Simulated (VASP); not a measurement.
Shape and ions are relaxed at each volume.

Energy against volume of WC (wc). These are vdW-DF-cx, VASP's PBE PAW potentials (set 64) (plane waves; VASP 6.6.1) values and carry that method's errors.

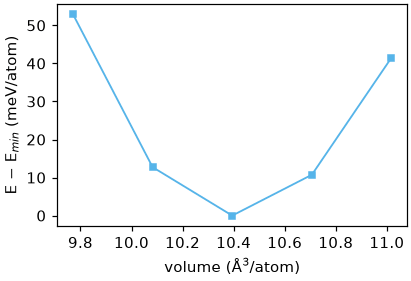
Energy against volume

Problem. Estimate the equilibrium volume and the bulk modulus.

Solution. The minimum lies near 10.4 Å³/atom, and the curvature gives B0 of about 400 GPa.

The compound is WC in the wc structure. It was relaxed first.
